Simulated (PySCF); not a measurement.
**Zr(OH)₃: one geometry, several methods**

How much do the numbers for Zr(OH)₃ (doublet) hang on the method? All levels run at one geometry, the PBE0 minimum.

Computed with PySCF 2.14.0. Level: several methods, basis Zr def2-SVP with ECP28, O def2-SVP, H def2-SVP, scalar-relativistic core potentials, no spin–orbit coupling, density fitting.

**1. Starting geometry**

7 atoms, charge 0, spin multiplicity 2.

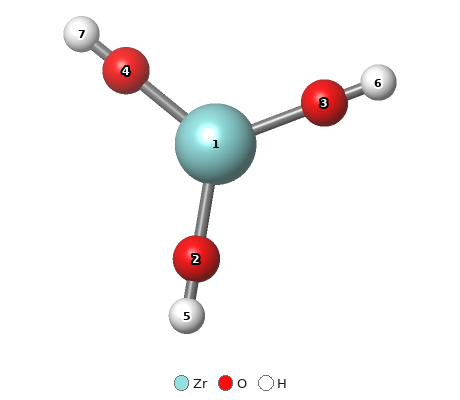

As it starts; zirconium light teal, oxygen red, hydrogen white; atoms are numbered from 1 in the order of the file.

```xyz
7
charge 0 multiplicity 2
Zr    0.0000    0.0000    0.0000
O     1.8969   -0.3301    0.0000
O    -0.6626    1.8078    0.0000
O    -1.2343   -1.4777    0.0000
H     2.8382   -0.4939    0.0000
H    -0.9913    2.7049    0.0000
H    -1.8468   -2.2110    0.0000
```

**2. Density, ELF and potential**

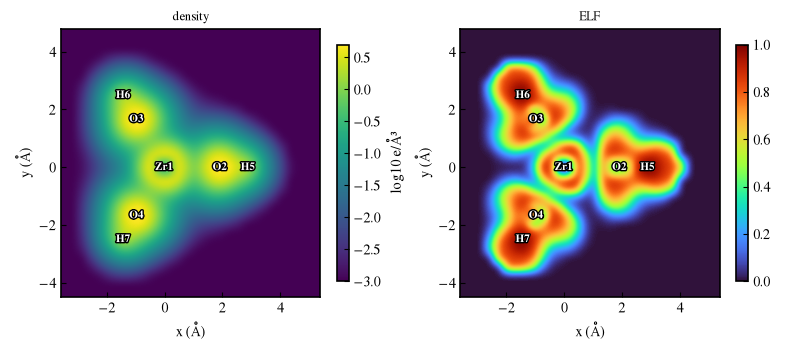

The plane holds Zr1 at (0.00, 0.00), O2 at (1.93, 0.00), O3 at (-0.96, 1.67), O4 at (-0.96, -1.67), H5 at (2.88, 0.00), H6 at (-1.44, 2.49), H7 at (-1.44, -2.49) Å. ELF is set to 0 where the density is under 0.005 e/Å³; an orbital's overall sign is arbitrary. Electrons inside core potentials are absent.

The fields below are evaluated on a grid from the run's orbitals.

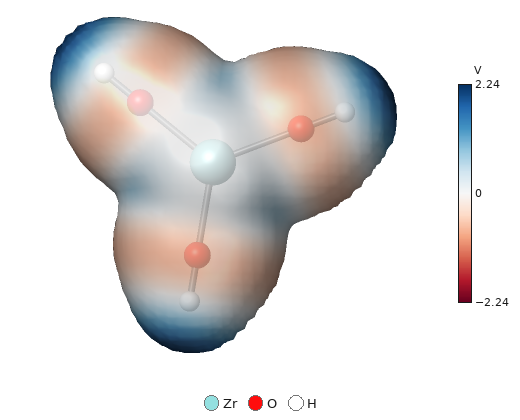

The potential that a unit positive charge feels on the 0.002 e/bohr³ surface, from the 1st to the 99th percentile, from -0.74 V near O2 to 2.24 V near H7.

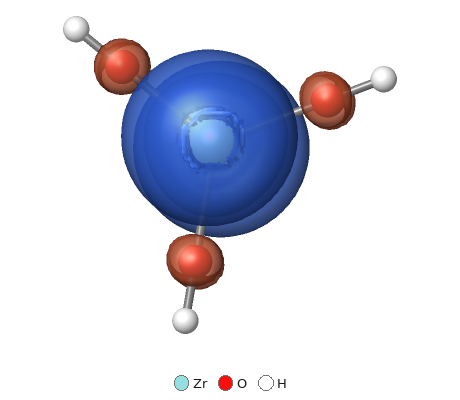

Spin density at ±0.01 e/Å³ (alpha excess blue, beta excess red).

Values on the line from Zr1 (at 0) through O2 (at 1.925 Å):

```
distance (Å)  density (e/Å³)    ELF  electrostatic potential (V)  spin density (e/Å³)
        0.77            1.75  0.638                         40.9                0.092
        0.96           0.884  0.188                         21.6               0.0353
        1.16            1.07  0.422                         15.3               0.0123
        1.35            2.21  0.781                         23.3              0.00114
        1.54            4.73  0.655                         68.2              -0.0111
        1.73            13.2   0.11                          273              -0.0181
        2.02             123  0.975                          759              -0.0209
        2.21            6.07   0.23                          134             -0.00342
        2.41            3.68   0.85                         43.7             0.000579
        2.60            2.57  0.957                         34.6              0.00202
        2.79            2.48  0.993                          136              0.00369
        2.98            1.63  0.997                          113              0.00294
```

Making the fields ran for 7.2 s (2 threads of Intel Xeon at 2.50GHz (Skylake/Cascade Lake), shared host).

**3. PBE0**

The steps are one call of a driver around PySCF; scf.py gives each level's set-up. Each SCF starts from the density of the minimum. The driver also runs the species with one electron less or more at the same geometry; their logs are not shown.

Contents of scf.py:

```python
from pyscf import gto, scf, dft
mol = gto.M(atom='''
Zr    -0.000000    -0.000000    -0.000000
O      1.896901    -0.330105    -0.000000
O     -0.662571     1.807817    -0.000000
O     -1.234330    -1.477712     0.000000
H      2.838158    -0.493906    -0.000000
H     -0.991344     2.704870    -0.000000
H     -1.846814    -2.210964     0.000000''',
    basis={'Zr': 'def2-SVP', 'O': 'def2-SVP', 'H': 'def2-SVP'},
    ecp={'Zr': 'def2-SVP'},
    charge=0, spin=1)
mf = dft.UKS(mol, xc='PBE0')
mf.grids.atom_grid = (75, 302)
aux = {'Zr': 'def2-universal-JKFIT', 'O': 'def2-universal-JKFIT', 'H': 'def2-universal-JKFIT'}
mf = mf.density_fit(auxbasis=aux)
mf.conv_tol = 1e-08
mf.diis_space = 10
mf.max_cycle = 60
mf.verbose = 4
mf.kernel()
```

Launch:

```sh
$ OMP_NUM_THREADS=2 python axn.py task.json out
```

The program printed:

```text
init E= -274.260439738512
[... the frontier-level lines of each cycle are left out ...]
cycle= 1 E= -274.260439738514  delta_E= -1.65e-12  |g|= 2.27e-06  |ddm|= 5.31e-06
Extra cycle  E= -274.260439738513  delta_E= 6.25e-13  |g|= 2.56e-06  |ddm|= 5.13e-06
converged SCF energy = -274.260439738513  <S^2> = 0.75247307  2S+1 = 2.0024715
```

This level, with the species of one electron less or more, took 11 s.

* energy: -274.260440 Eh
* one electron less (charge +1): -274.026674 Eh (singlet, ⟨S²⟩ 0.00)
* one electron more (charge -1): -274.249864 Eh (singlet, ⟨S²⟩ 0.00)
* Mulliken charge of Zr1: +0.80 e

**4. HF**

Changes to scf.py since step 3:

```diff
@@ -13,2 +13 @@
-mf = dft.UKS(mol, xc='PBE0')
-mf.grids.atom_grid = (75, 302)
+mf = scf.UHF(mol)
```

The program printed:

```text
init E= -272.833024210376
[... the frontier-level lines of each cycle are left out ...]
cycle= 1 E= -272.86005239511  delta_E= -0.027  |g|= 0.068  |ddm|= 0.299
cycle= 2 E= -272.86244262463  delta_E= -0.00239  |g|= 0.0307  |ddm|= 0.134
cycle= 3 E= -272.863071473339  delta_E= -0.000629  |g|= 0.0122  |ddm|= 0.036
cycle= 4 E= -272.863262717647  delta_E= -0.000191  |g|= 0.00455  |ddm|= 0.0317
cycle= 5 E= -272.863338033653  delta_E= -7.53e-05  |g|= 0.00231  |ddm|= 0.0265
cycle= 6 E= -272.863357622525  delta_E= -1.96e-05  |g|= 0.00046  |ddm|= 0.0183
cycle= 7 E= -272.863358130683  delta_E= -5.08e-07  |g|= 8.84e-05  |ddm|= 0.0028
cycle= 8 E= -272.863358143984  delta_E= -1.33e-08  |g|= 3.29e-05  |ddm|= 0.000372
cycle= 9 E= -272.863358146257  delta_E= -2.27e-09  |g|= 1.07e-05  |ddm|= 9.3e-05
Extra cycle  E= -272.863358146423  delta_E= -1.67e-10  |g|= 6.78e-06  |ddm|= 1.63e-05
converged SCF energy = -272.863358146423  <S^2> = 0.75472455  2S+1 = 2.004719
```

This level, with the species of one electron less or more, took 2.9 s.

| Property | Result |
| --- | --- |
| energy | -272.863358 Eh |
| one electron less (charge +1) | -272.638943 Eh (singlet, ⟨S²⟩ 0.00) |
| one electron more (charge -1) | -272.811363 Eh (singlet, ⟨S²⟩ 0.00) |
| Mulliken charge of Zr1 | +1.32 e |

**5. PBE**

Changes to scf.py since step 4:

```diff
@@ -13 +13,2 @@
-mf = scf.UHF(mol)
+mf = dft.UKS(mol, xc='PBE')
+mf.grids.atom_grid = (75, 302)
```

The program printed:

```text
init E= -274.286479104409
[... the frontier-level lines of each cycle are left out ...]
cycle= 1 E= -274.285650599514  delta_E= 0.000829  |g|= 0.103  |ddm|= 0.207
cycle= 2 E= -274.255277173486  delta_E= 0.0304  |g|= 0.273  |ddm|= 0.365
cycle= 3 E= -274.290942401119  delta_E= -0.0357  |g|= 0.0126  |ddm|= 0.244
cycle= 4 E= -274.291042098273  delta_E= -9.97e-05  |g|= 0.00303  |ddm|= 0.0272
cycle= 5 E= -274.291046915159  delta_E= -4.82e-06  |g|= 0.000318  |ddm|= 0.00394
cycle= 6 E= -274.291046975232  delta_E= -6.01e-08  |g|= 5.42e-05  |ddm|= 0.000472
cycle= 7 E= -274.291046976576  delta_E= -1.34e-09  |g|= 6.71e-06  |ddm|= 4.17e-05
Extra cycle  E= -274.29104697646  delta_E= 1.16e-10  |g|= 1.81e-05  |ddm|= 1.81e-05
converged SCF energy = -274.29104697646  <S^2> = 0.75223793  2S+1 = 2.0022367
```

This level, with the species of one electron less or more, took 23 s.

```
energy                        : -274.291047 Eh
one electron less (charge +1) : -274.063129 Eh (singlet, ⟨S²⟩ 0.00)
one electron more (charge -1) : -274.285948 Eh (singlet, ⟨S²⟩ 0.00)
Mulliken charge of Zr1        : +0.58 e
```

**6. B3LYP**

Changes to scf.py since step 5:

```diff
@@ -13 +13 @@
-mf = dft.UKS(mol, xc='PBE')
+mf = dft.UKS(mol, xc='B3LYP')
```

The program printed:

```text
init E= -274.531399793334
[... the frontier-level lines of each cycle are left out ...]
cycle= 1 E= -274.532159188119  delta_E= -0.000759  |g|= 0.0286  |ddm|= 0.0863
cycle= 2 E= -274.531346199253  delta_E= 0.000813  |g|= 0.054  |ddm|= 0.0487
cycle= 3 E= -274.532456714135  delta_E= -0.00111  |g|= 0.00375  |ddm|= 0.0346
cycle= 4 E= -274.53246522724  delta_E= -8.51e-06  |g|= 0.000377  |ddm|= 0.00554
cycle= 5 E= -274.532465445861  delta_E= -2.19e-07  |g|= 0.000114  |ddm|= 0.00131
cycle= 6 E= -274.532465470398  delta_E= -2.45e-08  |g|= 2.31e-05  |ddm|= 0.000373
cycle= 7 E= -274.532465471101  delta_E= -7.03e-10  |g|= 7.07e-06  |ddm|= 5.99e-05
Extra cycle  E= -274.532465471137  delta_E= -3.56e-11  |g|= 4.95e-06  |ddm|= 1.93e-05
converged SCF energy = -274.532465471137  <S^2> = 0.75134942  2S+1 = 2.001349
```

This level, with the species of one electron less or more, ran for 19 s (2 threads of Intel Xeon at 2.50GHz (Skylake/Cascade Lake), shared host).

```
energy                        : -274.532465 Eh
one electron less (charge +1) : -274.297369 Eh (singlet, ⟨S²⟩ 0.00)
one electron more (charge -1) : -274.527696 Eh (singlet, ⟨S²⟩ 0.00)
Mulliken charge of Zr1        : +0.74 e
```

**7. r2SCAN**

Changes to scf.py since step 6:

```diff
@@ -13,2 +13,2 @@
-mf = dft.UKS(mol, xc='B3LYP')
-mf.grids.atom_grid = (75, 302)
+mf = dft.UKS(mol, xc='R2SCAN')
+mf.grids.atom_grid = (90, 434)
```

The program printed:

```text
init E= -274.42727658156
[... the frontier-level lines of each cycle are left out ...]
cycle= 1 E= -274.428019656059  delta_E= -0.000743  |g|= 0.0223  |ddm|= 0.0801
cycle= 2 E= -274.427037802684  delta_E= 0.000982  |g|= 0.0491  |ddm|= 0.0837
cycle= 3 E= -274.428311279238  delta_E= -0.00127  |g|= 0.00627  |ddm|= 0.0479
cycle= 4 E= -274.428328418451  delta_E= -1.71e-05  |g|= 0.000383  |ddm|= 0.00699
cycle= 5 E= -274.428328477915  delta_E= -5.95e-08  |g|= 3.68e-05  |ddm|= 0.000436
cycle= 6 E= -274.42832847929  delta_E= -1.37e-09  |g|= 1.23e-05  |ddm|= 0.000147
Extra cycle  E= -274.42832847917  delta_E= 1.2e-10  |g|= 1.99e-05  |ddm|= 3.84e-05
converged SCF energy = -274.42832847917  <S^2> = 0.75295647  2S+1 = 2.0029543
```

This level, with the species of one electron less or more, took 48 s.

* energy: -274.428328 Eh
* one electron less (charge +1): -274.195386 Eh (singlet, ⟨S²⟩ 0.00)
* one electron more (charge -1): -274.414680 Eh (singlet, ⟨S²⟩ 0.00)
* Mulliken charge of Zr1: +0.76 e

**8. TPSSh**

Changes to scf.py since step 7:

```diff
@@ -13 +13 @@
-mf = dft.UKS(mol, xc='R2SCAN')
+mf = dft.UKS(mol, xc='TPSSH')
```

The program printed:

```text
init E= -274.495571197035
[... the frontier-level lines of each cycle are left out ...]
cycle= 1 E= -274.496206883791  delta_E= -0.000636  |g|= 0.0128  |ddm|= 0.0558
cycle= 2 E= -274.49595678692  delta_E= 0.00025  |g|= 0.0261  |ddm|= 0.0483
cycle= 3 E= -274.496302015263  delta_E= -0.000345  |g|= 0.00322  |ddm|= 0.0251
cycle= 4 E= -274.496306341866  delta_E= -4.33e-06  |g|= 0.000251  |ddm|= 0.00353
cycle= 5 E= -274.496306422444  delta_E= -8.06e-08  |g|= 7.43e-05  |ddm|= 0.000979
cycle= 6 E= -274.496306427217  delta_E= -4.77e-09  |g|= 2.04e-05  |ddm|= 0.000203
Extra cycle  E= -274.496306427107  delta_E= 1.11e-10  |g|= 2.81e-05  |ddm|= 6.01e-05
converged SCF energy = -274.496306427107  <S^2> = 0.75216116  2S+1 = 2.00216
```

This level, with the species of one electron less or more, took 46 s.

| Property | Result |
| --- | --- |
| energy | -274.496306 Eh |
| one electron less (charge +1) | -274.268920 Eh (singlet, ⟨S²⟩ 0.00) |
| one electron more (charge -1) | -274.485140 Eh (singlet, ⟨S²⟩ 0.00) |
| Mulliken charge of Zr1 | +0.76 e |

**9. r2SCAN0**

Changes to scf.py since step 8:

```diff
@@ -13 +13 @@
-mf = dft.UKS(mol, xc='TPSSH')
+mf = dft.UKS(mol, xc='HYB_MGGA_XC_R2SCAN0')
```

The program printed:

```text
init E= -274.351705421156
[... the frontier-level lines of each cycle are left out ...]
cycle= 1 E= -274.352227670034  delta_E= -0.000522  |g|= 0.0294  |ddm|= 0.0836
cycle= 2 E= -274.35150896916  delta_E= 0.000719  |g|= 0.0508  |ddm|= 0.0694
cycle= 3 E= -274.352627419096  delta_E= -0.00112  |g|= 0.00153  |ddm|= 0.0367
cycle= 4 E= -274.352628903932  delta_E= -1.48e-06  |g|= 0.000479  |ddm|= 0.00292
cycle= 5 E= -274.352629299644  delta_E= -3.96e-07  |g|= 0.000115  |ddm|= 0.0028
cycle= 6 E= -274.352629320003  delta_E= -2.04e-08  |g|= 2.77e-05  |ddm|= 0.000563
cycle= 7 E= -274.352629320887  delta_E= -8.84e-10  |g|= 5.08e-06  |ddm|= 0.000106
Extra cycle  E= -274.352629320881  delta_E= 6.14e-12  |g|= 7.81e-06  |ddm|= 1.33e-05
converged SCF energy = -274.352629320881  <S^2> = 0.75283908  2S+1 = 2.0028371
```

This level, with the species of one electron less or more, took 42 s.

* energy: -274.352629 Eh
* one electron less (charge +1): -274.114109 Eh (singlet, ⟨S²⟩ 0.00)
* one electron more (charge -1): -274.337010 Eh (singlet, ⟨S²⟩ 0.00)
* Mulliken charge of Zr1: +0.90 e

**10. M06-2X**

Changes to scf.py since step 9:

```diff
@@ -13 +13 @@
-mf = dft.UKS(mol, xc='HYB_MGGA_XC_R2SCAN0')
+mf = dft.UKS(mol, xc='M062X')
```

The program printed:

```text
init E= -274.32059088812
[... the frontier-level lines of each cycle are left out ...]
cycle= 1 E= -274.3232256377  delta_E= -0.00263  |g|= 0.0222  |ddm|= 0.189
cycle= 2 E= -274.323326324977  delta_E= -0.000101  |g|= 0.0199  |ddm|= 0.0679
cycle= 3 E= -274.323529110835  delta_E= -0.000203  |g|= 0.00598  |ddm|= 0.0233
cycle= 4 E= -274.323543789736  delta_E= -1.47e-05  |g|= 0.00125  |ddm|= 0.00562
cycle= 5 E= -274.323546516202  delta_E= -2.73e-06  |g|= 0.000366  |ddm|= 0.00595
cycle= 6 E= -274.32354681592  delta_E= -3e-07  |g|= 0.000136  |ddm|= 0.00134
cycle= 7 E= -274.323546854068  delta_E= -3.81e-08  |g|= 3.12e-05  |ddm|= 0.000436
cycle= 8 E= -274.32354685656  delta_E= -2.49e-09  |g|= 8.43e-06  |ddm|= 0.000204
Extra cycle  E= -274.323546856634  delta_E= -7.47e-11  |g|= 8.34e-06  |ddm|= 2.1e-05
converged SCF energy = -274.323546856634  <S^2> = 0.75110679  2S+1 = 2.0011065
```

This level, with the species of one electron less or more, ran for 47 s (2 threads of Intel Xeon at 2.50GHz (Skylake/Cascade Lake), shared host).

```
energy                        : -274.323547 Eh
one electron less (charge +1) : -274.080566 Eh (singlet, ⟨S²⟩ 0.00)
one electron more (charge -1) : -274.313219 Eh (singlet, ⟨S²⟩ 0.00)
Mulliken charge of Zr1        : +0.85 e
```

**11. Comparison of the levels**

| level | atomisation energy (kJ/mol) | vertical ionisation energy (eV) | vertical electron affinity (eV) | −ε(HOMO) (eV) | gap (eV) | wall time |
| --- | --- | --- | --- | --- | --- | --- |
| PBE0 | 2928 | 6.36 | -0.29 | 4.32 | 3.26 | 11 s |
| HF | 2031 | 6.11 | -1.41 | 7.05 | 8.57 | 2.9 s |
| PBE | 3059 | 6.20 | -0.14 | 3.30 | 1.36 | 23 s |
| B3LYP | 2941 | 6.40 | -0.13 | 4.08 | 2.62 | 19 s |
| r2SCAN | – | 6.34 | -0.37 | 3.61 | 2.24 | 48 s |
| TPSSh | 2928 | 6.19 | -0.30 | 3.74 | 2.13 | 46 s |
| r2SCAN0 | – | 6.49 | -0.43 | 4.58 | 3.84 | 42 s |
| M06-2X | 2913 | 6.61 | -0.28 | 5.39 | 2.16 | 47 s |

Times are for 2 threads of Intel Xeon at 2.50GHz (Skylake/Cascade Lake), shared host; PBE0 starts from its own converged density, so its time is not comparable. A dash stands where a species or a free atom was not run at that level, or the quantity is not defined.

Atomisation goes to high-spin atoms in their ground configurations, run at the same level, without zero-point energy.

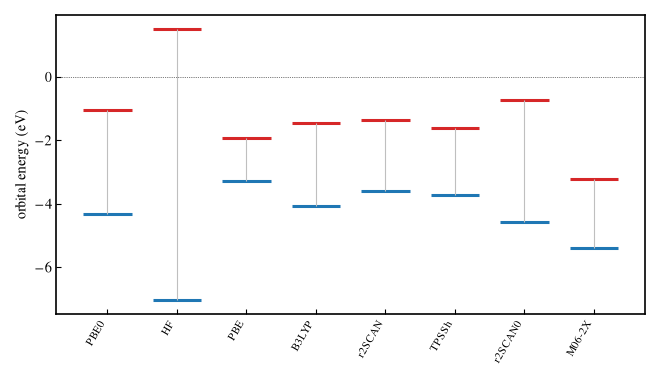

Highest occupied (blue) and lowest empty (red) levels by method.

**12. Results**

```
                         quantity                           value
        atomisation energy, range  2031 (HF) to 3059 (PBE) kJ/mol
vertical ionisation energy, range   6.11 (HF) to 6.61 (M06-2X) eV
       vertical electron affinity          negative in this basis
               orbital gap, range      1.36 (PBE) to 8.57 (HF) eV
```

What this shows: The atomisation energy spreads over 1028 kJ/mol, from HF to PBE; without a CCSD(T) value for it there is no yardstick here. A negative electron affinity (at every level) reflects the basis more than the molecule, so no ranking is made on it; without diffuse functions even a bound anion can come out this way. Open d and f shells are described by one determinant, and the ground state may have another occupation or spin.
